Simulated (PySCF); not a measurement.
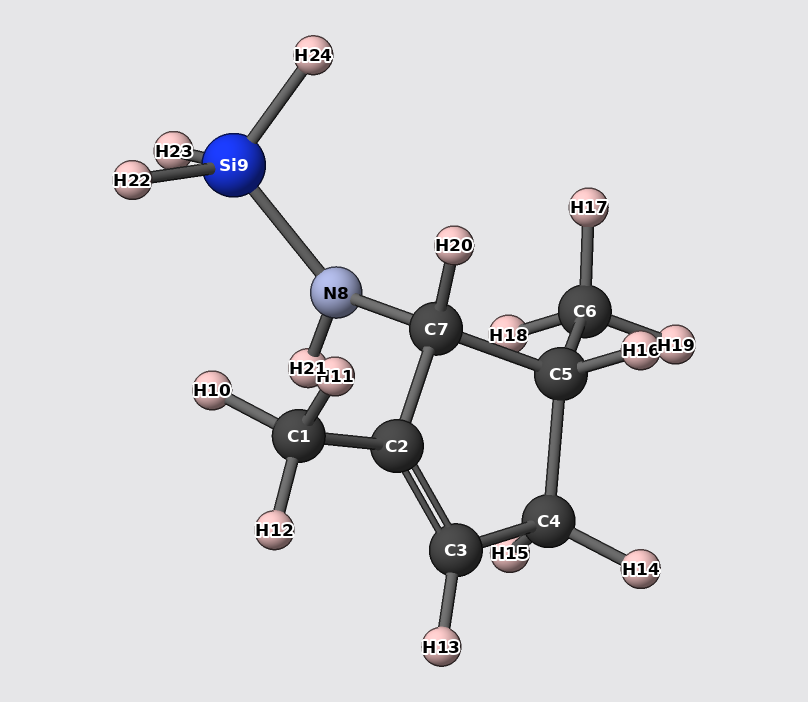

The questions are on isotropic NMR shieldings of the C atoms. The geometry was computed by an optimisation with GFN2-xTB. No frequency run is at hand to confirm it as a minimum. Level of theory: GIAO PBE0/pcSseg-1 NMR shielding, non-relativistic, gas phase (PySCF 2.14.0).

Which C atom is the most shielded (lowest chemical shift)?

Answer. C6 (168.9 ppm).

Which C atom is the least shielded (highest chemical shift)?

Answer. C2 (31.8 ppm).

How wide is the range of C shifts?

Answer. 137.1 ppm.

List the isotropic NMR shieldings of the C atoms.

| atom | σ (ppm) |
| --- | --- |
| C1 | 168.6 |
| C2 | 31.8 |
| C3 | 55.1 |
| C4 | 144.5 |
| C5 | 145.5 |
| C6 | 168.9 |
| C7 | 117.8 |

The geometry is semi-empirical. Around Si such bond lengths and angles can be off by a tenth of an ångström or more and by several degrees, and values that hang on the shape move with them.
